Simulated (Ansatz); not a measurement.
## Run report: AlNH5F, geometry relaxation

System: AlNH5F.
Method: RKS PBE-D4/def2-SVP (Ansatz 0.2.0).

The input holds or restrains some coordinates. It belongs to a series of runs on one base structure; here: pulled along the bonds that form and break, towards end B. Figures and captions count atoms from 1; the log counts them from 0 in places.

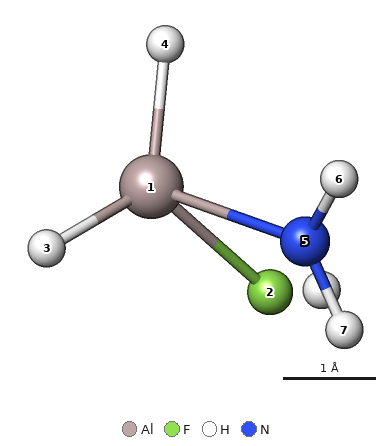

The input geometry (ball-and-stick view, seen at a tilt; atoms are numbered from 1 in the order of the input). Sticks mark near contacts. Bond lengths as drawn: Al–F 2.04 Å, Al–H 1.56 Å, Al–N 2.22 Å and H–N 1.06 Å.

The input:
```yaml
crystal:
  periodic: [false, false, false]
  atoms:
    - { symbol: Al, position_ang: [0.0, 0.0, 0.0] }
    - { symbol: F, position_ang: [0.0, 0.0, 2.04] }
    - { symbol: H, position_ang: [1.351, 0.0, -0.78] }
    - { symbol: H, position_ang: [-1.351, 0.0, -0.78] }
    - { symbol: "N", position_ang: [0.0928, -2.1047, 0.7] }
    - { symbol: H, position_ang: [-0.4256, -2.8627, 0.1705] }
    - { symbol: H, position_ang: [0.6555, -2.3517, 1.5637] }
    - { symbol: H, position_ang: [0.0544, -1.2334, 1.7877] }
basis:
  gaussian: { orbitals: def2-SVP }
hamiltonian:
  xc: pbe
  dispersion: d4
relax:
  f_tol: 0.15
  max_steps: 25
  restrain:
    - { distance: [0, 4], at: 1.92, k: 30.0 }
    - { distance: [7, 1], at: 0.92, k: 30.0 }
    - { distance: [0, 1], at: 2.89, k: 30.0 }
    - { distance: [7, 4], at: 2.26, k: 30.0 }
```

Launched with:
```bash
ansatz run input.yaml --threads 2 --pin off --max-ram 3072MiB --backend cpu --events-out ev --progress --plain --runs-dir out
```

Output:
```
The last accepted step is kept in [file] (removed where the run ends without a failure and the disk answers)
Engine: ansatz 0.2.0, x86_64-unknown-linux-gnu
Functional definition: PBE
  parameter kappa = 0.804
  parameter beta = 0.06672455060314922
  exchange = pbe_x(kappa = kappa, mu = beta*pi^2/3)
  correlation = pbe_c(beta = beta)
803 factors; their error is unknown
mean field evaluation 1: about -10862.7011 eV, gradient 6.2e1 eV
mean field evaluation 2: about -10804.5606 eV, gradient 1.3e2 eV
mean field evaluation 4: about -10870.1780 eV, gradient 1.9e1 eV
mean field evaluation 8: about -10870.8201 eV, gradient 2.5e-1 eV
mean field evaluation 16: about -10870.7784 eV, gradient 8.8e-5 eV
mean field -10870.77844382 eV, -399.4937393322 hartree, gradient 1.5e-5 eV, S^2 0.000000; 0 other end points of the search recorded, 0 dependent functions left out
the calculation of the forces begins
reference -10870.77848181 eV, -399.4937407284 hartree; 17, 17 occupied and 54, 54 virtual orbitals, 803 factors
relax step   1: F+E_penalty+E_count = -10870.87755059 eV  Δ(F+E_penalty+E_count) = +0.000e0 eV  max|allowed force component| = 3.086e0 eV/Å  E_restraint = 25.16736367 eV  max|allowed force component, restraints' pulls added| = 2.684e1 eV/Å  Δτ_max = 0.0000 Å  (26 SCF iters, accepted)
  distance Al 0 - N 4 = 2.2200 Å
  distance H 7 - F 1 = 1.2601 Å
  distance Al 0 - F 1 = 2.0400 Å
  distance H 7 - N 4 = 1.3942 Å
these checks for a lower state are left out or cut short: starts, cluster_reference, orbital_swaps, neighbouring_geometries, increment
803 factors; their error is unknown
mean field -10870.81791985 eV, -399.4951900495 hartree, gradient 6.0e-6 eV, S^2 0.000000; 0 other end points of the search recorded, 0 dependent functions left out
[... from here on the field's lines of each further geometry are left out, up to the last ...]
relax step   2: F+E_penalty+E_count = -10870.91688892 eV  Δ(F+E_penalty+E_count) = -3.934e-2 eV  max|allowed force component| = 3.491e0 eV/Å  E_restraint = 11.21181917 eV  max|allowed force component, restraints' pulls added| = 1.743e1 eV/Å  Δτ_max = 0.1949 Å  (33 SCF iters, accepted)
relax step   3: F+E_penalty+E_count = -10871.11236233 eV  Δ(F+E_penalty+E_count) = -1.955e-1 eV  max|allowed force component| = 3.444e0 eV/Å  E_restraint = 2.97895229 eV  max|allowed force component, restraints' pulls added| = 8.716e0 eV/Å  Δτ_max = 0.1948 Å  (32 SCF iters, accepted)
relax step   4: F+E_penalty+E_count = -10871.53938073 eV  Δ(F+E_penalty+E_count) = -4.270e-1 eV  max|allowed force component| = 2.069e0 eV/Å  E_restraint = 0.12925279 eV  max|allowed force component, restraints' pulls added| = 2.557e0 eV/Å  Δτ_max = 0.1946 Å  (27 SCF iters, accepted)
relax step   5: F+E_penalty+E_count = -10871.85268429 eV  Δ(F+E_penalty+E_count) = -3.133e-1 eV  max|allowed force component| = 1.169e0 eV/Å  E_restraint = 0.02426393 eV  max|allowed force component, restraints' pulls added| = 1.169e0 eV/Å  Δτ_max = 0.1946 Å  (27 SCF iters, accepted)
relax step   6: F+E_penalty+E_count = -10871.96949632 eV  Δ(F+E_penalty+E_count) = -1.168e-1 eV  max|allowed force component| = 1.171e0 eV/Å  E_restraint = 0.02755353 eV  max|allowed force component, restraints' pulls added| = 8.683e-1 eV/Å  Δτ_max = 0.2000 Å  (31 SCF iters, accepted)
relax step   7: F+E_penalty+E_count = -10872.07933427 eV  Δ(F+E_penalty+E_count) = -1.098e-1 eV  max|allowed force component| = 1.040e0 eV/Å  E_restraint = 0.04061026 eV  max|allowed force component, restraints' pulls added| = 7.730e-1 eV/Å  Δτ_max = 0.1950 Å  (27 SCF iters, accepted)
relax step   8: F+E_penalty+E_count = -10872.14615561 eV  Δ(F+E_penalty+E_count) = -6.682e-2 eV  max|allowed force component| = 1.250e0 eV/Å  E_restraint = 0.03397036 eV  max|allowed force component, restraints' pulls added| = 1.201e-1 eV/Å  Δτ_max = 0.2000 Å  (32 SCF iters, accepted)
relax step   9: F+E_penalty+E_count = -10872.08186262 eV  Δ(F+E_penalty+E_count) = +6.429e-2 eV  max|allowed force component| = 1.977e0 eV/Å  E_restraint = 0.11998360 eV  max|allowed force component, restraints' pulls added| = 4.270e0 eV/Å  Δτ_max = 0.1970 Å  (31 SCF iters, rejected (line search))
relax step  10: F+E_penalty+E_count = -10872.15302729 eV  Δ(F+E_penalty+E_count) = -6.872e-3 eV  max|allowed force component| = 1.288e0 eV/Å  E_restraint = 0.04293221 eV  max|allowed force component, restraints' pulls added| = 1.215e0 eV/Å  Δτ_max = 0.0961 Å  (28 SCF iters, rejected (line search))
relax step  11: F+E_penalty+E_count = -10872.15376077 eV  Δ(F+E_penalty+E_count) = -7.605e-3 eV  max|allowed force component| = 1.278e0 eV/Å  E_restraint = 0.03482272 eV  max|allowed force component, restraints' pulls added| = 2.785e-1 eV/Å  Δτ_max = 0.0473 Å  (26 SCF iters, accepted)
the calculation of the forces begins
reference -10872.06239635 eV, -399.5409237171 hartree; 17, 17 occupied and 54, 54 virtual orbitals, 803 factors
relax step  12: F+E_penalty+E_count = -10872.15635374 eV  Δ(F+E_penalty+E_count) = -2.593e-3 eV  max|allowed force component| = 1.272e0 eV/Å  E_restraint = 0.03228000 eV  max|allowed force component, restraints' pulls added| = 7.183e-3 eV/Å  Δτ_max = 0.0698 Å  (26 SCF iters, accepted)
```

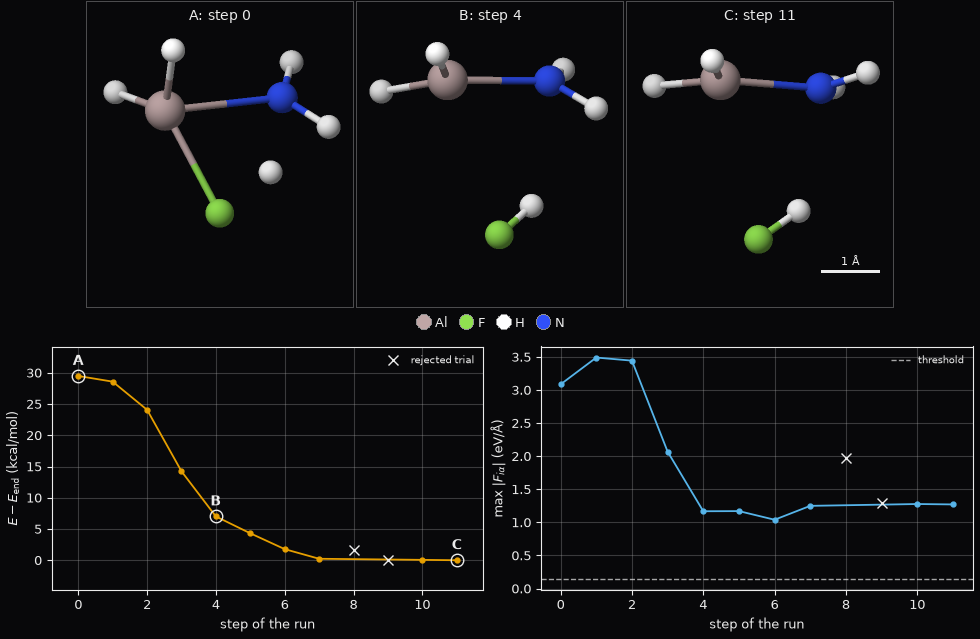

Frames of the restrained relaxation (ball-and-stick view, seen at a tilt) above the curves, on which the letters mark them (the first geometry is step 0 here and step 1 in the log).

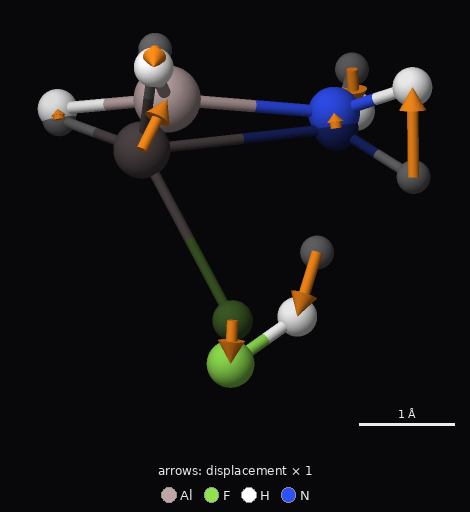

Start (faint) and end (solid) with the displacements as orange arrows, at true length (ball-and-stick view, seen at a tilt). The two geometries are laid on each other by the best rigid fit. The atom that moves furthest after the best rigid fit is H7 (0.95 Å). By element the largest moves are H 0.95 Å, Al 0.62 Å, F 0.46 Å, N 0.17 Å. Among the contacts that change: Al1–F2 2.040 → 2.879 Å, Al1–N5 2.220 → 1.881 Å, F2–H8 1.260 → 0.938 Å, N5–H6 1.060 → 1.024 Å. New bonds form: F2–H8 (1.26 → 0.94 Å). Bonds break: Al1–F2 (2.04 → 2.88 Å). Among the angles that change: H3–Al1–N5 97.0° → 116.1°, H4–Al1–N5 101.2° → 115.6°, H6–N5–H7 120.0° → 109.9°. The energy falls by 29.5 kcal/mol in 11 geometry steps. Largest force component: 3.1 eV/Å at the start, 1.3 eV/Å at the end. The line search rejected the trial steps at points 8, 9 (counted from 0) and went back. (Atoms are counted from 1 in the order of the input.)

```
  distance Al 0 - N 4 = 1.8808 Å
  distance H 7 - F 1 = 0.9385 Å
  distance Al 0 - F 1 = 2.8793 Å
  distance H 7 - N 4 = 2.2473 Å
803 factors; their error is unknown
mean field -10872.06235785 eV, -399.5409223025 hartree, gradient 1.8e-5 eV, S^2 0.000000; 1 other end points of the search recorded, 0 dependent functions left out
the calculation of the forces begins
reference -10872.06239635 eV, -399.5409237171 hartree; 17, 17 occupied and 54, 54 virtual orbitals, 803 factors
Total energy: -10872.15639223 eV, -399.5443780021 hartree
Atom 0 at     0.081971    -0.495085    -0.355649 Å, force     0.000752    -0.968506     0.866148 eV/Å
Atom 1 at    -0.171335     0.153346     2.438231 Å, force    -0.016627     0.479756    -0.225786 eV/Å
Atom 2 at     1.492429     0.196042    -0.611869 Å, force     0.007183    -0.000407    -0.002450 eV/Å
Atom 3 at    -1.349851    -0.023760    -0.866554 Å, force    -0.006813     0.006705     0.003113 eV/Å
Atom 4 at     0.122473    -2.150779     0.535753 Å, force    -0.065593     1.271750    -0.254151 eV/Å
Atom 5 at    -0.677987    -2.789298     0.554884 Å, force     0.000323    -0.002270     0.003178 eV/Å
Atom 6 at     0.986806    -2.670951     0.711688 Å, force     0.004421    -0.002293    -0.005748 eV/Å
Atom 7 at    -0.107405    -0.772016     2.295415 Å, force     0.076354    -0.784734    -0.384303 eV/Å
Dipole moment:     0.039478    -0.551399    -0.049178 e Å
```

Trajectory as extended XYZ (Å, eV, eV/Å), 12 frames, from step=1 to step=12:
```
8
Properties=species:S:1:pos:R:3:forces:R:3 step=1 energy=-10870.87755
Al    0.0000    0.0000    0.0000    0.4334  -3.0864   1.6760
F     0.0000    0.0000    2.0400    0.3412  -0.2911  -1.4833
H     1.3510    0.0000   -0.7800    0.6024   0.8348   0.0853
H    -1.3510    0.0000   -0.7800   -0.6052   0.4811   0.1049
N     0.0928   -2.1047    0.7000    0.6121   2.3425   1.1402
H    -0.4256   -2.8627    0.1705    0.2958   0.7556   1.7569
H     0.6555   -2.3517    1.5637    0.5522  -1.6606  -1.8341
H     0.0544   -1.2334    1.7877   -2.2318   0.6241  -1.4459
8
Properties=species:S:1:pos:R:3:forces:R:3 step=2 energy=-10870.91689
Al    0.0073   -0.1109   -0.1174    0.2385  -3.4908   1.8101
F     0.0051   -0.0238    2.1942    0.2471  -1.4765  -1.5130
H     1.3686    0.0101   -0.7870    1.0327   0.9285  -0.1408
H    -1.3663    0.0050   -0.7856   -0.8897   0.5429  -0.1381
N     0.1249   -2.1102    0.5887    1.0943   2.5283   1.9974
H    -0.4341   -2.8683    0.1756   -0.1758   0.0166   0.8306
H     0.6509   -2.3636    1.5171   -0.4915  -0.5435  -2.5166
H     0.0208   -1.0908    1.9162   -1.0555   1.4945  -0.3296
8
Properties=species:S:1:pos:R:3:forces:R:3 step=3 energy=-10871.11236
Al    0.0135   -0.2323   -0.2374    0.1149  -3.4440   1.5399
F     0.0048   -0.0473    2.3299    0.1342   0.6427  -0.4517
H     1.3894    0.0260   -0.7920    1.1927   0.9923  -0.2217
H    -1.3838    0.0152   -0.7896   -0.9595   0.5509  -0.2857
N     0.1632   -2.1169    0.4799    1.2696   2.0335   2.3992
H    -0.4433   -2.8756    0.1779   -0.4661  -0.2236   0.3708
H     0.6314   -2.3584    1.4711   -0.8309   0.0488  -2.9588
H     0.0019   -0.9632    2.0621   -0.4550  -0.6006  -0.3919
8
Properties=species:S:1:pos:R:3:forces:R:3 step=4 energy=-10871.53938
Al    0.0243   -0.3939   -0.3453    0.2595  -1.8575   0.8524
F     0.0032   -0.0124    2.4517    0.1375   2.0291   0.1750
H     1.4376    0.0815   -0.7938    0.3467   0.6145  -0.0061
H    -1.4167    0.0395   -0.8001   -0.2386   0.1822  -0.1350
N     0.2022   -2.1370    0.4118    0.1555   0.9046   1.3201
H    -0.4685   -2.8847    0.1982   -0.1979   0.1294   0.2250
H     0.6196   -2.3561    1.3730   -0.1610   0.0667  -1.7447
H    -0.0246   -0.8895    2.2064   -0.3018  -2.0689  -0.6867
8
Properties=species:S:1:pos:R:3:forces:R:3 step=5 energy=-10871.85268
Al    0.0513   -0.4686   -0.3807    0.3078  -0.9872   0.7107
F     0.0226    0.0332    2.4583    0.1003   0.4915  -0.1893
H     1.4583    0.1879   -0.7618   -0.1156   0.1100   0.1185
H    -1.4013    0.0466   -0.8157    0.0850  -0.0996  -0.0584
N     0.1716   -2.1698    0.4216   -0.0542   0.8210   0.7194
H    -0.5598   -2.8847    0.2897    0.0906   0.2368   0.2178
H     0.7552   -2.4321    1.2559   -0.2263   0.0825  -1.1686
H    -0.1208   -0.8650    2.2346   -0.1876  -0.6550  -0.3501
8
Properties=species:S:1:pos:R:3:forces:R:3 step=6 energy=-10871.96950
Al    0.0956   -0.4574   -0.4352   -0.1094  -1.1707   1.0578
F     0.0581   -0.0234    2.4143    0.0117   0.3026  -0.0388
H     1.4808    0.2647   -0.7462   -0.0452   0.0300   0.0357
H    -1.3879   -0.0450   -0.8952    0.1895  -0.0113  -0.0748
N     0.1302   -2.1168    0.4580    0.1770   0.7058   0.3662
H    -0.6549   -2.7834    0.4335    0.1747   0.1739   0.0101
H     0.8547   -2.4636    1.1281   -0.4020   0.1950  -0.8683
H    -0.1995   -0.9276    2.3445    0.0036  -0.2253  -0.4879
8
Properties=species:S:1:pos:R:3:forces:R:3 step=7 energy=-10872.07933
Al    0.0847   -0.4657   -0.3756    0.0035  -1.0404   0.7206
F     0.0337    0.0540    2.4629   -0.0588   0.1617  -0.2106
H     1.4675    0.2574   -0.7014   -0.0286  -0.0010   0.0931
H    -1.3690   -0.0507   -0.9048    0.0920  -0.0058   0.0438
N     0.1155   -2.1330    0.4842    0.5342   0.6601   0.4349
H    -0.6659   -2.7994    0.4566    0.0877   0.1086   0.0072
H     0.9285   -2.5729    0.9845   -0.7332   0.4320  -0.7057
H    -0.2178   -0.8421    2.2955    0.1031  -0.3153  -0.3834
8
Properties=species:S:1:pos:R:3:forces:R:3 step=8 energy=-10872.14616
Al    0.0807   -0.4968   -0.3702   -0.0326  -0.9439   0.8971
F    -0.0579    0.1326    2.4371   -0.0150   0.4517  -0.1942
H     1.4617    0.2628   -0.5854    0.0308  -0.0489  -0.0135
H    -1.3513   -0.0646   -0.9188   -0.0011   0.0032   0.0048
N     0.1026   -2.1504    0.5237    0.0636   1.2501  -0.1999
H    -0.6920   -2.7951    0.5155   -0.0140  -0.0286  -0.0074
H     0.9566   -2.6469    0.8008   -0.0697   0.0229  -0.0795
H    -0.1232   -0.7940    2.2994    0.0380  -0.7066  -0.4073
8
Properties=species:S:1:pos:R:3:forces:R:3 step=9 energy=-10872.08186 accepted=F
Al    0.0839   -0.5045   -0.3516   -0.1352  -0.8491   0.8625
F    -0.2465    0.1892    2.4369    0.6740  -1.9772  -0.5703
H     1.4847    0.2227   -0.5674    0.0135  -0.0498  -0.0002
H    -1.3414   -0.0516   -0.8974    0.0027   0.0169  -0.0057
N     0.1048   -2.1579    0.5411    0.4910   1.0866  -0.1737
H    -0.7062   -2.7826    0.5479   -0.0108  -0.0160   0.0380
H     0.9728   -2.7030    0.6781   -0.3591   0.1765  -0.0423
H     0.0251   -0.7648    2.3144   -0.6761   1.6121  -0.1084
8
Properties=species:S:1:pos:R:3:forces:R:3 step=10 energy=-10872.15303 accepted=F
Al    0.0799   -0.4985   -0.3552   -0.0602  -0.9361   0.8610
F    -0.1484    0.1646    2.4404    0.0554  -0.2706  -0.3409
H     1.4738    0.2363   -0.5769    0.0253  -0.0354  -0.0012
H    -1.3470   -0.0575   -0.9063   -0.0093   0.0156   0.0078
N     0.1043   -2.1550    0.5354    0.1441   1.2877  -0.2214
H    -0.6952   -2.7930    0.5264   -0.0391  -0.0331   0.0199
H     0.9660   -2.6747    0.7354   -0.0727   0.0210  -0.0345
H    -0.0562   -0.7746    2.3027   -0.0436  -0.0491  -0.2906
8
Properties=species:S:1:pos:R:3:forces:R:3 step=11 energy=-10872.15376
Al    0.0794   -0.4949   -0.3582   -0.0168  -0.9583   0.8533
F    -0.1018    0.1492    2.4424   -0.0173   0.3206  -0.2420
H     1.4719    0.2400   -0.5884    0.0173  -0.0304  -0.0012
H    -1.3510   -0.0572   -0.9056   -0.0019   0.0116   0.0173
N     0.1078   -2.1521    0.5304    0.0292   1.2778  -0.2194
H    -0.6890   -2.7941    0.5230   -0.0200  -0.0227   0.0050
H     0.9664   -2.6623    0.7616   -0.0373   0.0165  -0.0417
H    -0.1066   -0.7811    2.2967    0.0469  -0.6150  -0.3714
8
Properties=species:S:1:pos:R:3:forces:R:3 step=12 energy=-10872.15635
Al    0.0820   -0.4951   -0.3556    0.0008  -0.9685   0.8661
F    -0.1713    0.1533    2.4382   -0.0166   0.4798  -0.2258
H     1.4924    0.1960   -0.6119    0.0072  -0.0004  -0.0024
H    -1.3499   -0.0238   -0.8666   -0.0068   0.0067   0.0031
N     0.1225   -2.1508    0.5358   -0.0656   1.2718  -0.2542
H    -0.6780   -2.7893    0.5549    0.0003  -0.0023   0.0032
H     0.9868   -2.6710    0.7117    0.0044  -0.0023  -0.0057
H    -0.1074   -0.7720    2.2954    0.0764  -0.7847  -0.3843
```

Key numbers:

- outcome: converged under the restraints of the input
- total energy: −10872.1564 eV
- mean-field energy: −10872.0624 eV
- largest force (length of the vector) at the end, held atoms and coordinates included: 1.299 eV/Å
- hardware: 2 threads of AMD EPYC (Zen 3), 189 GiB of memory available, shared host
- wall time: 58 s (CPU time 52 s)
- peak memory: 0.14 GiB
